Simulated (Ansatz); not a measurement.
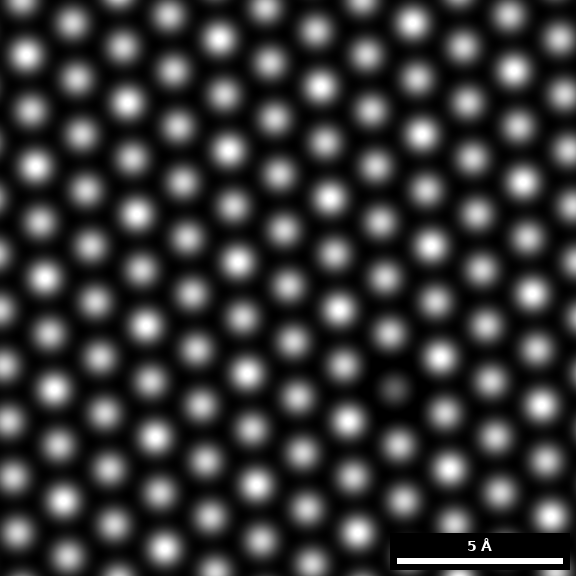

HAADF-like image of Zn₃GeO (Pm-3m, No. 221) along [111]. The image is simulated as a sum over atoms of Z^1.8, blurred by a 0.80 Å probe (no channelling). The probe carries 25 % of its weight in a tail 2.5 times as wide.

The sample is 2 repeats (14.4 Å) thick. One point defect was put into the perfect crystal, without relaxing the atoms around it. Brightness is counted from the darkest point of the image. Host structure: coordinates from a relaxation with Ansatz, DFT PBEsol, scalar-relativistic, plane waves, PAW; the starting structure was generated, so it need not be a known form of this composition.

Question: Where is the defect (in Å from the left and the top edge), and what does its contrast suggest?

Answer: At about 12 Å from the left and 12 Å from the top. The column is dimmer, which points to a vacancy or a lighter atom. The column holds 2 atoms (Zn) through the sample, and one Zn atom is missing, so its peak drops to about 45 % of that of its equals.
